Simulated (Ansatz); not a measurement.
**C4H8AlFO (SMILES CC/C=C\[O][AlH][F]): density, localisation and related maps**

```json
{"atom": "C", "x (Å)": "0.8847", "y (Å)": "-2.6394", "z (Å)": "2.0917"}
{"atom": "C", "x (Å)": "1.5339", "y (Å)": "-1.3214", "z (Å)": "1.6656"}
{"atom": "C", "x (Å)": "1.7811", "y (Å)": "-1.2242", "z (Å)": "0.1815"}
{"atom": "C", "x (Å)": "2.3284", "y (Å)": "-0.1675", "z (Å)": "-0.4370"}
{"atom": "Al", "x (Å)": "3.0412", "y (Å)": "2.0554", "z (Å)": "1.4214"}
{"atom": "F", "x (Å)": "3.7665", "y (Å)": "3.4799", "z (Å)": "0.9696"}
{"atom": "O", "x (Å)": "2.7366", "y (Å)": "0.9578", "z (Å)": "0.1783"}
{"atom": "H", "x (Å)": "0.7206", "y (Å)": "-2.6748", "z (Å)": "3.1799"}
{"atom": "H", "x (Å)": "-0.0924", "y (Å)": "-2.7785", "z (Å)": "1.6004"}
{"atom": "H", "x (Å)": "1.5168", "y (Å)": "-3.5006", "z (Å)": "1.8196"}
{"atom": "H", "x (Å)": "0.8991", "y (Å)": "-0.4758", "z (Å)": "1.9951"}
{"atom": "H", "x (Å)": "2.4876", "y (Å)": "-1.1880", "z (Å)": "2.2132"}
{"atom": "H", "x (Å)": "1.4989", "y (Å)": "-2.0716", "z (Å)": "-0.4513"}
{"atom": "H", "x (Å)": "2.4837", "y (Å)": "-0.1558", "z (Å)": "-1.5226"}
{"atom": "H", "x (Å)": "2.6950", "y (Å)": "1.8306", "z (Å)": "2.9276"}
```

Geometry: B3LYP/def2-SVP.

Theory: Ansatz, isolated molecule in a Gaussian basis; Kohn-Sham density functional theory, functional PBE0.

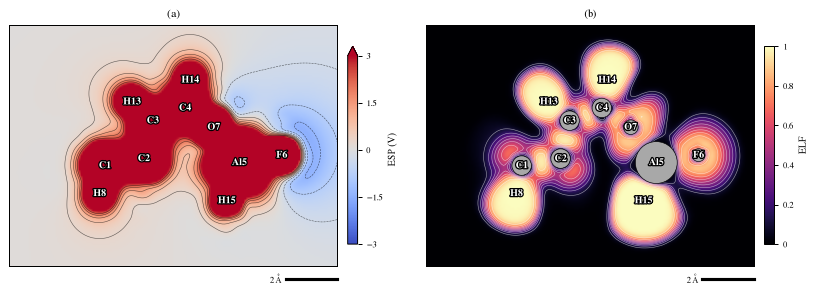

Figure 1. (a) molecular electrostatic potential; (b) ELF on the plane of atoms C4, C3 and H13. Grey discs cover the atomic cores in the ELF map.

### What does the map show?

- The plane passes through C, Al, F, O and H nuclei.
- C–C (1.34 Å): the ELF peaks at about 0.95 between the atoms; a multiple bond.
- C–O (1.35 Å): the ELF peaks at about 0.90 between the atoms: a polar covalent bond.
- Al–F (1.66 Å): the ELF peaks at about 0.85 in the valence shell of F, 0.6 Å from its nucleus, and is about 0.25 at the midpoint.
- Al–O (1.69 Å): the ELF peaks at about 0.85 in the valence shell of O, 0.6 Å from its nucleus, and is about 0.30 at the midpoint.
- C–H (1.09 Å): the ELF climbs to about 1 towards the hydrogen, as it does in any bond to H; a covalent bond by its length.
- The ELF also peaks beside F6 and O7, away from the bonds: lone-pair regions.
- Outside the dense part of the molecule the potential is most negative (−1.5 V) near F6.

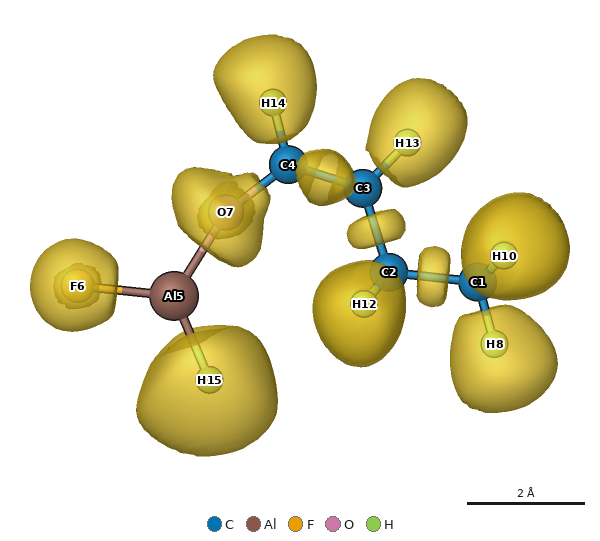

Figure 2. Isosurface of the electron localisation function at 0.75 (yellow), seen across its widest extent. Only the valence region is drawn (cores and ρ < 0.01 e/Å³ removed).

### Identify the bonds, lone pairs and shells in this picture.

At this value the surface marks out three regions between bonded C–C atoms (shared pairs), eight regions around hydrogen nuclei, one region on O in which the atom's valence shell and bonds are merged and one region wrapped around F (its valence shell).

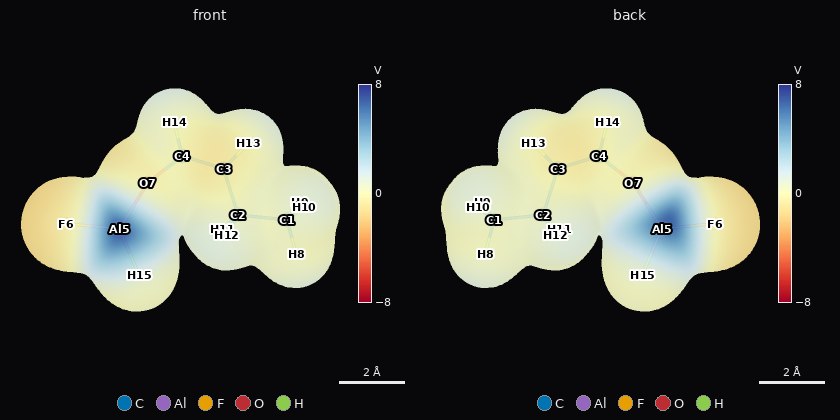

Figure 3. The molecular electrostatic potential painted on the density surface at 0.004 e/bohr³, seen from the front and from behind; the colour scale runs from red (negative) to blue (positive).

### Which sites attract a positive test charge, and which a negative one?

A positive charge is drawn to the negative regions and a negative charge to the positive ones. The most negative region (about −1.5 V) lies over F6, the most positive (about +6.2 V) over Al5.

### What dipole moment does the calculation give?

Its dipole moment is 1.94 D.
